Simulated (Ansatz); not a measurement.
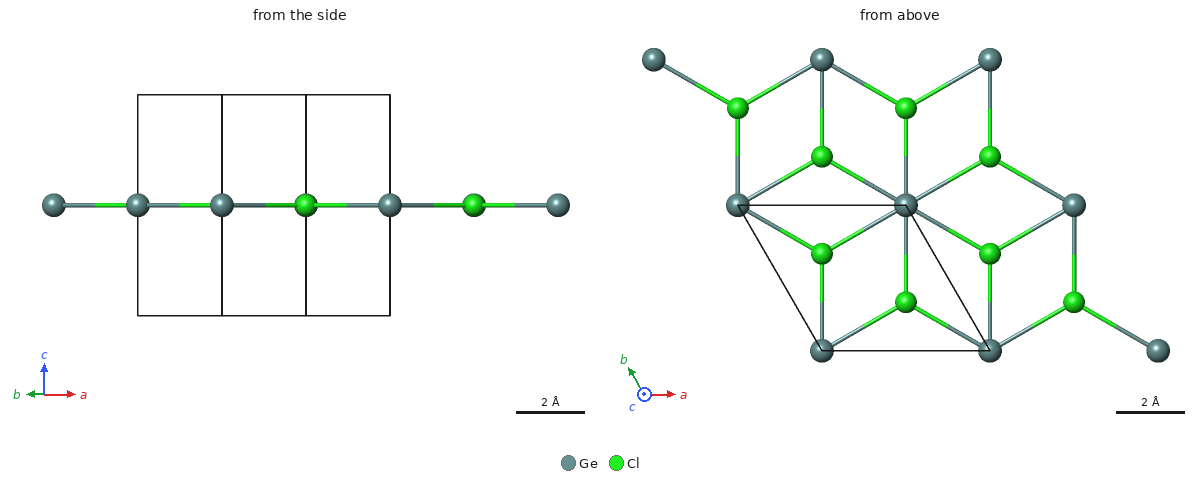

A ball-and-stick picture of a periodic sheet, seen from the side and from above. The surface normal points up in side views; the box is the simulation cell. 2×2 cells are drawn in the plane, with atoms at the edges repeated.

The cell holds 1 Ge, 2 Cl.

Name the terminations.

Answer. The top face ends in Cl and Ge, the bottom face in Cl and Ge. The two faces are alike.

Give the thickness from the bottom atom to the top atom.

Answer. About 0.0 Å from the lowest to the highest atom, with about 7 Å of vacuum to the next image.

Its origin is a random cell made by a generator, so it need not be a real form of the compound. A relaxation with DFT PBE, scalar-relativistic, plane waves, PAW in Ansatz gave the geometry drawn.
